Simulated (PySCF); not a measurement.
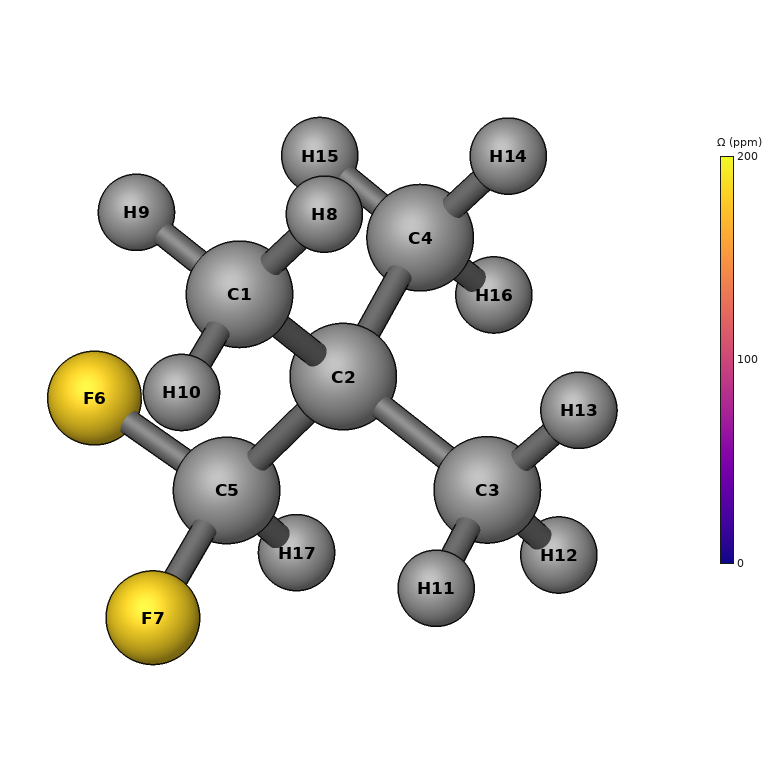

The F atoms are coloured by the span of their shielding tensor. The geometry was computed by an optimisation with PBE0-D3(BJ)/def2-TZVP. No frequency run is at hand to confirm it as a minimum. Properties computed with GIAO PBE0/pcSseg-2 NMR shielding, non-relativistic, gas phase (PySCF 2.14.0). Principal shieldings σ11 ≤ σ22 ≤ σ33, span Ω = σ33 − σ11, skew κ = 3(σiso − σ22)/Ω.

Give the shielding tensors of the F atoms.

```csv
atom,σ11,σ22,σ33,σiso,Ω,κ
F6,213.0,342.7,395.7,317.2,182.7,−0.42
F7,213.0,342.6,396.5,317.4,183.4,−0.41
```

Shieldings and span in ppm.
